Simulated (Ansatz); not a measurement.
**CH3ClGeO: molecular dynamics**

- system: CH3ClGeO
- method: RKS revPBE-d4/6-31G* (Ansatz 0.2.0)

The geometry comes from this level: PBE0-D4/def2-TZVP. Figures and captions count atoms from 1; the log counts them from 0 in places.

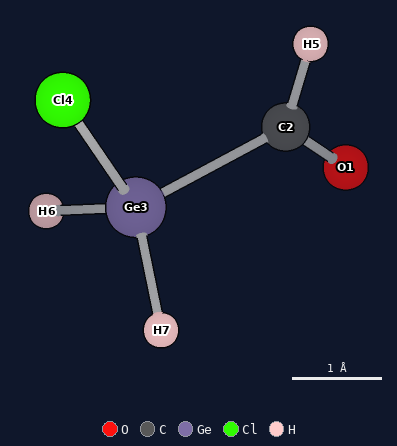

The input geometry (ball-and-stick view, seen at a tilt; atoms are numbered from 1 in the order of the input). Sticks mark near contacts. Bond lengths as drawn: Cl–Ge 2.16 Å, C–Ge 2.01 Å, C–H 1.11 Å, C–O 1.20 Å and Ge–H 1.53 Å.

### Results in brief

```json
{"quantity": "outcome", "value": "finished"}
{"quantity": "mean temperature over the second half", "value": "958 K"}
{"quantity": "trajectory", "value": "30 steps, 60 fs"}
{"quantity": "ensemble", "value": "nvt_langevin"}
{"quantity": "temperature in the input", "value": "1500 K"}
{"quantity": "time step", "value": "2 fs"}
{"quantity": "potential energy (last step)", "value": "−72158.2039 eV"}
{"quantity": "mean-field energy (last step)", "value": "−72157.7930 eV"}
{"quantity": "dispersion energy (last step)", "value": "−0.4109 eV"}
{"quantity": "SCF solution under orbital rotations (last step)", "value": "stable"}
{"quantity": "largest force (length of the vector) (last step)", "value": "2.468 eV/Å"}
{"quantity": "dipole moment (last step)", "value": "0.69 D"}
{"quantity": "hardware", "value": "2 threads of Arm Neoverse V2, 23 GiB of memory available, shared host"}
{"quantity": "wall time", "value": "43 s (CPU time 82 s)"}
{"quantity": "peak memory", "value": "0.13 GiB"}
```

### Notes

So short a trajectory is not equilibrated. The logged temperature at the start can lie below the typed one, since it is counted over all degrees of freedom. The temperature stays far from the 1500 K of the thermostat over the second half: the run isn't equilibrated.

### Input
```yaml
crystal:
  periodic: [false, false, false]
  atoms:
    - {symbol: O, position_ang: [0.989568, -1.661571, 0.986995]}
    - {symbol: C, position_ang: [0.237049, -1.207752, 0.174257]}
    - {symbol: Ge, position_ang: [-0.025483, 0.775297, 0.004313]}
    - {symbol: Cl, position_ang: [-1.457432, 1.054862, -1.583744]}
    - {symbol: H, position_ang: [-0.341476, -1.865551, -0.513229]}
    - {symbol: H, position_ang: [-0.619118, 1.365230, 1.288777]}
    - {symbol: H, position_ang: [1.278191, 1.471485, -0.403070]}
basis:
  gaussian: {orbitals: "6-31G*"}
hamiltonian: {xc: {name: revPBE}, dispersion: d4}
md: {timestep: 2 fs, n_steps: 30, ensemble: nvt_langevin, temperature: 1500, initial_velocities: maxwell_boltzmann, friction: 0.01, seed: 513}
```

Command:
```bash
ansatz run in.yaml --threads 2 --pin off --events-out ev --progress --plain --max-ram 4352MiB
```

### Output
```
Functional definition: revPBE
  name "revPBE"
  cite "Zhang & Yang, Phys. Rev. Lett. 80, 890 (1998) doi:10.1103/PhysRevLett.80.890"
  cite "Perdew, Burke & Ernzerhof, Phys. Rev. Lett. 77, 3865 (1996) doi:10.1103/PhysRevLett.77.3865"
  parameter kappa = 1.245
  parameter beta = 0.06672455060314922
  exchange = pbe_x(kappa = kappa, mu = beta*pi^2/3)
  correlation = pbe_c(beta = beta)
1020 factors; their error is unknown
mean field evaluation 1: about -72154.8745 eV, gradient 4.4e1 eV
mean field evaluation 2: about -72127.5542 eV, gradient 1.2e2 eV
mean field evaluation 4: about -72158.2144 eV, gradient 9.3e0 eV
mean field evaluation 8: about -72158.3894 eV, gradient 2.4e-1 eV
mean field evaluation 16: about -72158.3521 eV, gradient 7.4e-5 eV
mean field -72158.35210953 eV, -2651.7705293374 hartree, gradient 1.9e-5 eV, S^2 0.000000; 0 other end points of the search recorded, 0 dependent functions left out
the calculation of the forces begins
reference -72158.35215035 eV, -2651.7705308374 hartree; 33, 33 occupied and 57, 57 virtual orbitals, 1020 factors
md step     0: t =     0.00 fs  T =  1285.7 K  F+E_penalty+E_count = -72158.75569436 eV  E_kin = 1.163340 eV  (27 SCF iters)
these checks for a lower state are left out or cut short: starts, cluster_reference, orbital_swaps, neighbouring_geometries, increment
1020 factors; their error is unknown
mean field -72158.20647331 eV, -2651.7651773051 hartree, gradient 8.6e-6 eV, S^2 0.000000; 0 other end points of the search recorded, 0 dependent functions left out
the calculation of the forces begins
reference -72158.20651405 eV, -2651.7651788021 hartree; 33, 33 occupied and 57, 57 virtual orbitals, 1020 factors
md step     1: t =     2.00 fs  T =  1071.2 K  F+E_penalty+E_count = -72158.61400422 eV  E_kin = 0.969199 eV  (29 SCF iters, 9 dispersion substeps)
[... from here on the SCF iterations and repeated set-up lines of each step are left out, up to the last step ...]
md step     2: t =     4.00 fs  T =   984.0 K  F+E_penalty+E_count = -72158.46682980 eV  E_kin = 0.890330 eV  (30 SCF iters, 9 dispersion substeps)
md step     3: t =     6.00 fs  T =   732.6 K  F+E_penalty+E_count = -72158.27172624 eV  E_kin = 0.662893 eV  (31 SCF iters, 9 dispersion substeps)
md step     4: t =     8.00 fs  T =   463.0 K  F+E_penalty+E_count = -72158.08609785 eV  E_kin = 0.418889 eV  (31 SCF iters, 9 dispersion substeps)
md step     5: t =    10.00 fs  T =   482.0 K  F+E_penalty+E_count = -72158.07316431 eV  E_kin = 0.436079 eV  (31 SCF iters, 9 dispersion substeps)
md step     6: t =    12.00 fs  T =   635.0 K  F+E_penalty+E_count = -72158.09602756 eV  E_kin = 0.574558 eV  (30 SCF iters, 9 dispersion substeps)
md step     7: t =    14.00 fs  T =   677.2 K  F+E_penalty+E_count = -72158.09773418 eV  E_kin = 0.612765 eV  (29 SCF iters, 9 dispersion substeps)
md step     8: t =    16.00 fs  T =   734.9 K  F+E_penalty+E_count = -72158.14466656 eV  E_kin = 0.664991 eV  (29 SCF iters, 9 dispersion substeps)
md step     9: t =    18.00 fs  T =   843.1 K  F+E_penalty+E_count = -72158.28509179 eV  E_kin = 0.762819 eV  (29 SCF iters, 9 dispersion substeps)
md step    10: t =    20.00 fs  T =  1132.9 K  F+E_penalty+E_count = -72158.43619066 eV  E_kin = 1.025050 eV  (30 SCF iters, 9 dispersion substeps)
md step    11: t =    22.00 fs  T =  1138.8 K  F+E_penalty+E_count = -72158.34349427 eV  E_kin = 1.030442 eV  (30 SCF iters, 9 dispersion substeps)
md step    12: t =    24.00 fs  T =  1127.7 K  F+E_penalty+E_count = -72158.19012746 eV  E_kin = 1.020376 eV  (30 SCF iters, 9 dispersion substeps)
md step    13: t =    26.00 fs  T =   906.0 K  F+E_penalty+E_count = -72158.09683626 eV  E_kin = 0.819755 eV  (30 SCF iters, 9 dispersion substeps)
md step    14: t =    28.00 fs  T =   987.8 K  F+E_penalty+E_count = -72158.19464928 eV  E_kin = 0.893821 eV  (30 SCF iters, 9 dispersion substeps)
md step    15: t =    30.00 fs  T =  1201.1 K  F+E_penalty+E_count = -72158.32771285 eV  E_kin = 1.086779 eV  (31 SCF iters, 9 dispersion substeps)
md step    16: t =    32.00 fs  T =   879.8 K  F+E_penalty+E_count = -72158.11013354 eV  E_kin = 0.796062 eV  (29 SCF iters, 9 dispersion substeps)
md step    17: t =    34.00 fs  T =   481.3 K  F+E_penalty+E_count = -72157.81321232 eV  E_kin = 0.435487 eV  (30 SCF iters, 9 dispersion substeps)
md step    18: t =    36.00 fs  T =   940.5 K  F+E_penalty+E_count = -72158.20024810 eV  E_kin = 0.850998 eV  (28 SCF iters, 9 dispersion substeps)
md step    19: t =    38.00 fs  T =   933.4 K  F+E_penalty+E_count = -72158.32886950 eV  E_kin = 0.844578 eV  (30 SCF iters, 9 dispersion substeps)
md step    20: t =    40.00 fs  T =   674.5 K  F+E_penalty+E_count = -72158.17681024 eV  E_kin = 0.610330 eV  (30 SCF iters, 9 dispersion substeps)
md step    21: t =    42.00 fs  T =   616.2 K  F+E_penalty+E_count = -72158.05369454 eV  E_kin = 0.557532 eV  (30 SCF iters, 9 dispersion substeps)
md step    22: t =    44.00 fs  T =   719.7 K  F+E_penalty+E_count = -72158.15452629 eV  E_kin = 0.651176 eV  (30 SCF iters, 9 dispersion substeps)
md step    23: t =    46.00 fs  T =  1082.0 K  F+E_penalty+E_count = -72158.43049057 eV  E_kin = 0.979016 eV  (30 SCF iters, 9 dispersion substeps)
md step    24: t =    48.00 fs  T =  1113.9 K  F+E_penalty+E_count = -72158.38259371 eV  E_kin = 1.007844 eV  (30 SCF iters, 9 dispersion substeps)
md step    25: t =    50.00 fs  T =   960.9 K  F+E_penalty+E_count = -72158.14615439 eV  E_kin = 0.869437 eV  (30 SCF iters, 9 dispersion substeps)
md step    26: t =    52.00 fs  T =  1182.1 K  F+E_penalty+E_count = -72158.43374394 eV  E_kin = 1.069550 eV  (30 SCF iters, 9 dispersion substeps)
md step    27: t =    54.00 fs  T =  1312.4 K  F+E_penalty+E_count = -72158.49381107 eV  E_kin = 1.187513 eV  (28 SCF iters, 9 dispersion substeps)
md step    28: t =    56.00 fs  T =  1053.8 K  F+E_penalty+E_count = -72158.20894191 eV  E_kin = 0.953513 eV  (30 SCF iters, 9 dispersion substeps)
md step    29: t =    58.00 fs  T =   997.9 K  F+E_penalty+E_count = -72158.06254621 eV  E_kin = 0.902877 eV  (30 SCF iters, 9 dispersion substeps)
these checks for a lower state are left out or cut short: starts, cluster_reference, orbital_swaps, neighbouring_geometries, increment
1020 factors; their error is unknown
mean field -72157.79297750 eV, -2651.7499816144 hartree, gradient 9.9e-6 eV, S^2 0.000000; 0 other end points of the search recorded, 0 dependent functions left out
the calculation of the forces begins
reference -72157.79301777 eV, -2651.7499830942 hartree; 33, 33 occupied and 57, 57 virtual orbitals, 1020 factors
1020 factors; their error is unknown
mean field evaluation 256: about -72157.8233 eV, gradient 1.9e0 eV
mean field -72157.79297750 eV, -2651.7499816144 hartree, gradient 1.0e-5 eV, S^2 0.000000; 1 other end points of the search recorded, 0 dependent functions left out
the calculation of the forces begins
reference -72157.79301777 eV, -2651.7499830942 hartree; 33, 33 occupied and 57, 57 virtual orbitals, 1020 factors
md step    30: t =    60.00 fs  T =  1176.3 K  F+E_penalty+E_count = -72158.20388418 eV  E_kin = 1.064352 eV  (29 SCF iters, 9 dispersion substeps)
```

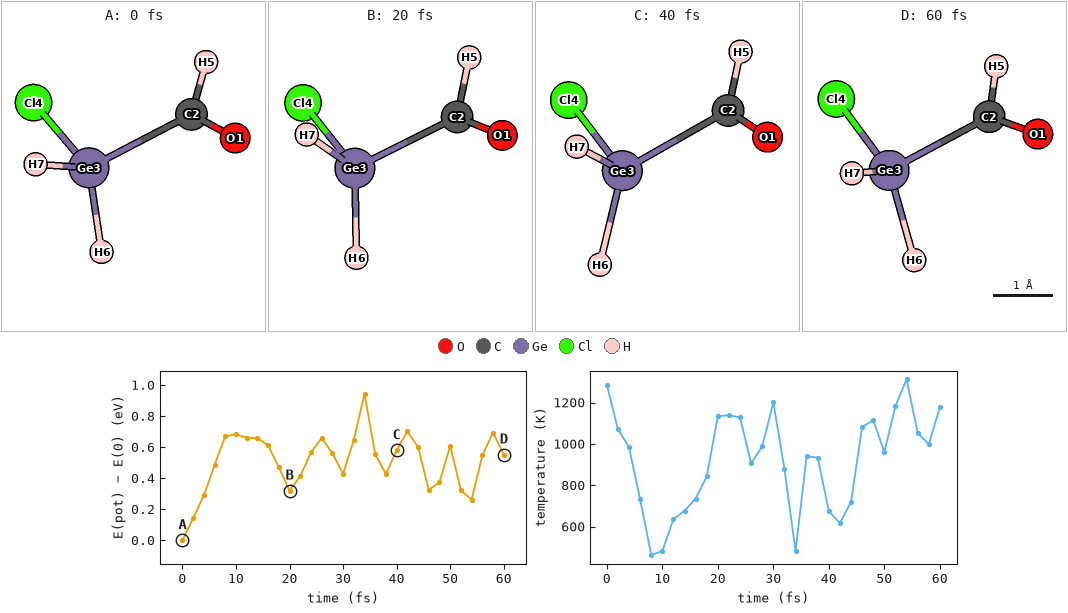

Frames of the molecular dynamics (ball-and-stick, seen at a tilt) above the curves, on which the letters mark them. The trajectory kept here has 31 frames over 60 fs. The temperature starts at 1286 K, ranges from 463 to 1312 K and averages 958 K over the second half. The potential energy ends 0.552 eV above its first value. After an unweighted best fit of the last frame on the first, the root-mean-square displacement is 0.19 Å, and H7 has moved furthest (0.32 Å).

```
Total energy: -72158.20392445 eV, -2651.7650836361 hartree
Atom 0 at     1.338341    -1.592104     1.018544 Å, force    -1.879733     0.945183    -1.097753 eV/Å
Atom 1 at     0.362321    -1.107631     0.399301 Å, force     1.702475    -1.527814     0.926438 eV/Å
Atom 2 at     0.213355     0.773108    -0.128277 Å, force     0.524041     1.282780     1.262933 eV/Å
Atom 3 at    -1.707026     0.754421    -1.286811 Å, force     0.674427     0.213212     0.076968 eV/Å
Atom 4 at    -0.497587    -1.710433     0.024786 Å, force    -0.058993    -0.549498     0.228428 eV/Å
Atom 5 at    -0.118520     1.619761     1.355395 Å, force     0.432874    -0.573919    -1.683171 eV/Å
Atom 6 at     1.704024     1.076975    -0.833375 Å, force    -1.395091     0.210058     0.286157 eV/Å
Dipole moment:     0.063410     0.126663    -0.027323 e Å
```

### Trajectory as extended XYZ (Å, eV, eV/Å), 14 of the 31 frames kept, from step=0 to step=30
```
7
Properties=species:S:1:pos:R:3:forces:R:3 step=0 time_fs=0.0 energy=-72158.75569 temperature=1285.7
O     0.9896   -1.6616    0.9870    1.2873  -0.7349   1.3930
C     0.2370   -1.2078    0.1743   -0.9519   0.5380  -1.0304
Ge   -0.0255    0.7753    0.0043    0.1603  -0.0624   0.1761
Cl   -1.4574    1.0549   -1.5837   -0.4321   0.1227  -0.4768
H    -0.3415   -1.8656   -0.5132   -0.2421  -0.1730  -0.2814
H    -0.6191    1.3652    1.2888   -0.0991   0.1443   0.2777
H     1.2782    1.4715   -0.4031    0.2776   0.1653  -0.0583
7
Properties=species:S:1:pos:R:3:forces:R:3 step=2 time_fs=4.0 energy=-72158.46683 temperature=984.0
O     1.0193   -1.6877    0.9733   -0.9538   1.0838  -1.1592
C     0.2471   -1.1392    0.1583    1.1772  -1.6509   1.6740
Ge   -0.0380    0.7763   -0.0034    2.7318   0.6835  -0.1265
Cl   -1.4501    1.0381   -1.5537   -0.9729   0.2765  -0.6887
H    -0.3948   -1.7485   -0.4804   -0.4239  -0.7268  -0.6599
H    -0.3356    1.2638    1.3902   -0.5035   0.5819   0.5827
H     1.3921    1.3916   -0.5327   -1.0549  -0.2480   0.3775
7
Properties=species:S:1:pos:R:3:forces:R:3 step=5 time_fs=10.0 energy=-72158.07316 temperature=482.0
O     1.0339   -1.6984    0.9401   -0.3934   0.9673  -0.3487
C     0.2547   -1.0945    0.1996   -0.5254  -3.3339  -0.4269
Ge   -0.0426    0.7758   -0.0145    2.6781   1.3576   3.1494
Cl   -1.4458    1.0107   -1.5065   -1.7308   0.4291  -1.2815
H    -0.4234   -1.7113   -0.5259    0.5684   0.2361   0.5113
H    -0.0968    1.3029    1.5937   -0.4521  -0.0010  -1.5850
H     1.3384    1.2112   -0.6010   -0.1448   0.3447  -0.0185
7
Properties=species:S:1:pos:R:3:forces:R:3 step=7 time_fs=14.0 energy=-72158.09773 temperature=677.2
O     1.0353   -1.6935    0.9238    2.5210  -1.1500   2.4222
C     0.2564   -1.1355    0.2300   -2.0244   0.5416  -1.7760
Ge   -0.0305    0.7779   -0.0176    1.6451  -0.2031   2.3962
Cl   -1.4525    0.9907   -1.4830   -2.0799   0.4469  -1.4444
H    -0.3567   -1.7108   -0.4569   -0.8718  -0.9523  -0.9205
H    -0.0309    1.3323    1.4248   -0.5155   0.5871  -0.0572
H     1.2289    1.1093   -0.7074    1.3255   0.7298  -0.6202
7
Properties=species:S:1:pos:R:3:forces:R:3 step=9 time_fs=18.0 energy=-72158.28509 temperature=843.1
O     1.0642   -1.6871    0.9305    1.8511  -0.5804   1.8320
C     0.2472   -1.1630    0.2393   -2.0215  -0.8402  -2.0597
Ge   -0.0171    0.7781   -0.0219    2.5498  -1.0198  -0.5713
Cl   -1.4746    0.9663   -1.4675   -2.0669   0.3841  -1.3726
H    -0.3612   -1.8485   -0.4682    0.0294   0.5713   0.2562
H    -0.0806    1.4815    1.2434   -0.3826   1.2320   1.5691
H     1.2568    1.0814   -0.8795    0.0408   0.2529   0.3464
7
Properties=species:S:1:pos:R:3:forces:R:3 step=12 time_fs=24.0 energy=-72158.19013 temperature=1127.7
O     1.1474   -1.6605    0.9581   -2.8276   0.9713  -1.7851
C     0.1983   -1.2247    0.2306    3.2583  -1.2565   1.6631
Ge    0.0178    0.7656   -0.0343    1.4585   1.0863   1.0866
Cl   -1.5190    0.9258   -1.4541   -1.5930   0.2511  -1.0965
H    -0.3072   -1.9032   -0.5244   -0.1357   0.2399   0.4488
H    -0.2309    1.8968    1.2461    0.3457  -1.2862  -1.2513
H     1.2921    1.0699   -1.0164   -0.5061  -0.0059   0.9343
7
Properties=species:S:1:pos:R:3:forces:R:3 step=14 time_fs=28.0 energy=-72158.19465 temperature=987.8
O     1.1810   -1.6439    0.9502   -2.6480  -0.0267  -1.5459
C     0.2046   -1.2882    0.2376    3.6395   1.2367   1.9184
Ge    0.0442    0.7576   -0.0424   -0.1553   0.7704   1.3190
Cl   -1.5526    0.8905   -1.4480   -1.1596   0.1452  -0.8200
H    -0.2646   -1.8646   -0.5671   -0.5156  -0.8454  -0.0952
H    -0.2330    1.9943    1.1082    0.4033  -1.4103  -0.9413
H     1.2316    1.0622   -0.9816    0.4357   0.1301   0.1649
7
Properties=species:S:1:pos:R:3:forces:R:3 step=16 time_fs=32.0 energy=-72158.11013 temperature=879.8
O     1.1863   -1.6253    0.9271    1.7245  -2.0189   1.5940
C     0.2540   -1.3397    0.2630   -1.8504   2.3379  -2.9610
Ge    0.0679    0.7521   -0.0483   -0.9030  -2.0577  -0.7179
Cl   -1.5913    0.8602   -1.4408   -0.6175   0.0388  -0.5039
H    -0.3068   -1.9357   -0.6211    0.6743   0.2197   1.6464
H    -0.1737    1.8699    0.8457   -0.2475   1.2609   1.5997
H     1.2324    1.0524   -0.9171    1.2195   0.2193  -0.6573
7
Properties=species:S:1:pos:R:3:forces:R:3 step=18 time_fs=36.0 energy=-72158.20025 temperature=940.5
O     1.1985   -1.6174    0.9114    2.7908  -2.1772   2.3455
C     0.2679   -1.3473    0.2568   -2.1533   2.8724  -2.5190
Ge    0.0881    0.7489   -0.0595    0.3264  -1.9561  -2.2618
Cl   -1.6242    0.8376   -1.4347   -0.2524   0.0661  -0.2826
H    -0.2817   -1.9760   -0.5152   -0.0245  -0.1552   0.5920
H    -0.1388    1.8887    0.7956   -0.2547   1.4833   1.7092
H     1.3745    1.0479   -0.9752   -0.4323  -0.1333   0.4168
7
Properties=species:S:1:pos:R:3:forces:R:3 step=21 time_fs=42.0 energy=-72158.05369 temperature=616.2
O     1.2411   -1.6251    0.9157   -1.9530   0.4402  -1.1620
C     0.2490   -1.2977    0.2222    2.5157  -1.2153   1.5028
Ge    0.1179    0.7429   -0.0816    0.3277   1.0101  -0.7244
Cl   -1.6714    0.8096   -1.4194    0.2454   0.1996   0.0625
H    -0.3064   -2.1522   -0.3346   -0.0461   1.2946   0.3454
H    -0.0773    2.0939    1.0076    0.2463  -1.6698  -0.8653
H     1.5429    0.9704   -1.0041   -1.3360  -0.0594   0.8410
7
Properties=species:S:1:pos:R:3:forces:R:3 step=23 time_fs=46.0 energy=-72158.43049 temperature=1082.0
O     1.2519   -1.6096    0.9077   -0.9424   0.4251  -0.6347
C     0.2736   -1.2533    0.2341    1.1280  -1.5988   1.2115
Ge    0.1416    0.7426   -0.0888   -1.0086   0.2636  -0.1632
Cl   -1.6942    0.7915   -1.4014    0.5447   0.2509   0.2195
H    -0.3681   -2.1091   -0.2281    0.1236   1.3353   0.1514
H     0.0136    1.9521    0.9939    0.0039  -0.9955  -0.4417
H     1.4597    0.9010   -0.8670    0.1508   0.3194  -0.3428
7
Properties=species:S:1:pos:R:3:forces:R:3 step=25 time_fs=50.0 energy=-72158.14615 temperature=960.9
O     1.2614   -1.5975    0.9076    2.5443  -0.7606   1.5717
C     0.3238   -1.2132    0.2829   -1.2572   1.1008  -0.1792
Ge    0.1641    0.7505   -0.0922   -2.0024  -2.7395  -2.0389
Cl   -1.7102    0.7784   -1.3757    0.7781   0.2746   0.3250
H    -0.3766   -1.9435   -0.0854   -1.2988  -0.6725  -0.8181
H     0.0656    1.6827    0.9441   -0.4584   2.1612   2.5748
H     1.4385    0.8682   -0.7673    1.6945   0.6360  -1.4354
7
Properties=species:S:1:pos:R:3:forces:R:3 step=28 time_fs=56.0 energy=-72158.20894 temperature=1053.8
O     1.3126   -1.5952    0.9545   -0.2811   0.1062  -0.1032
C     0.3503   -1.1385    0.3547   -0.4007  -1.2405  -0.0723
Ge    0.1900    0.7599   -0.1130    0.7708   1.3701   0.7113
Cl   -1.7136    0.7640   -1.3260    0.7532   0.2227   0.2204
H    -0.5102   -1.7807   -0.0503    0.5001   0.0123   0.3799
H    -0.0762    1.6791    1.3292    0.3117  -0.7089  -1.5892
H     1.7294    1.0010   -0.8553   -1.6540   0.2381   0.4532
7
Properties=species:S:1:pos:R:3:forces:R:3 step=30 time_fs=60.0 energy=-72158.20388 temperature=1176.3
O     1.3383   -1.5921    1.0185   -1.8797   0.9452  -1.0978
C     0.3623   -1.1076    0.3993    1.7025  -1.5278   0.9264
Ge    0.2134    0.7731   -0.1283    0.5240   1.2828   1.2629
Cl   -1.7070    0.7544   -1.2868    0.6744   0.2132   0.0770
H    -0.4976   -1.7104    0.0248   -0.0590  -0.5495   0.2284
H    -0.1185    1.6198    1.3554    0.4329  -0.5739  -1.6832
H     1.7040    1.0770   -0.8334   -1.3951   0.2101   0.2862
```

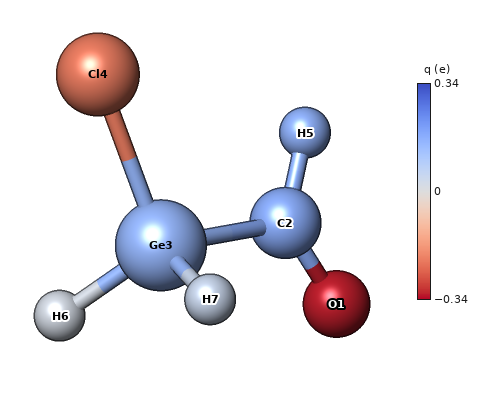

Mulliken charges, as the colour of each atom (ball-and-stick view, seen at a tilt; atoms are numbered from 1 in the order of the input). By element: O −0.32, C +0.17, Ge +0.15, Cl −0.21 and H +0.02 to +0.16 e.
